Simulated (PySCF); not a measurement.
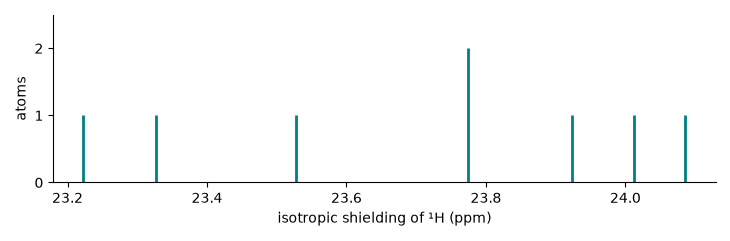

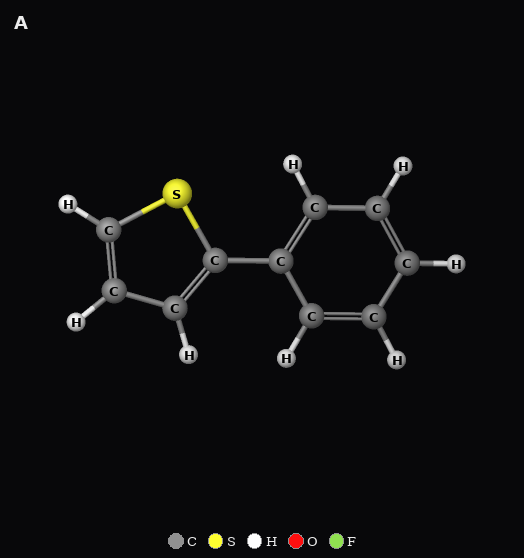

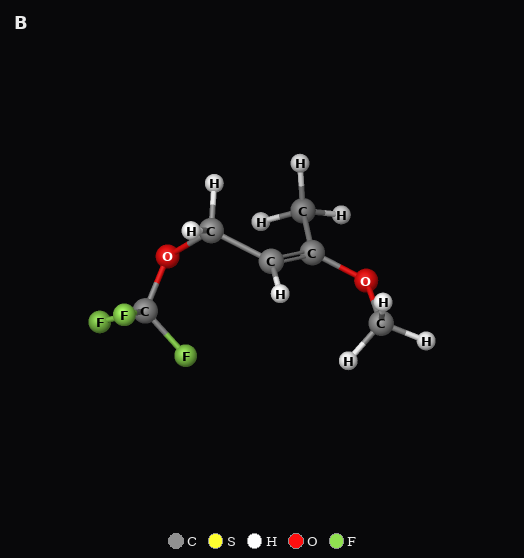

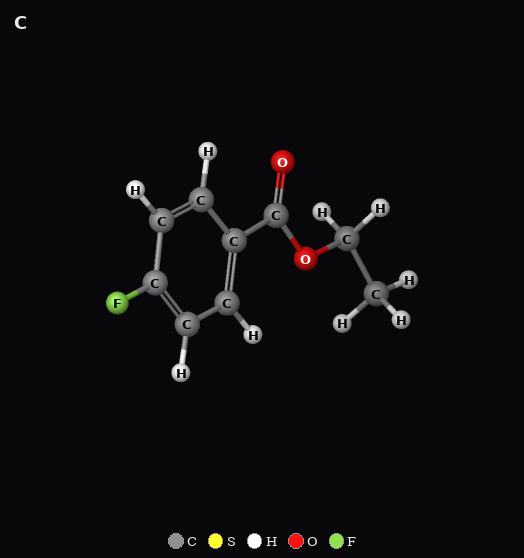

The sticks are computed shieldings of one of the molecules, for one fixed geometry (PBE0-D3(BJ)/def2-SVP) without averaging over rotations. Low shielding means a high chemical shift. Method: GIAO mPW1PW91/pcSseg-2 NMR shielding, non-relativistic, gas phase (PySCF 2.14.0).

Question: Match the spectrum to a structure.

Answer: A, `c1ccc(-c2cccs2)cc1`. Its 8 H atoms give lines at 23.22, 23.33, 23.53, 23.77 (2 atoms), 23.92, 24.01, 24.09 ppm.
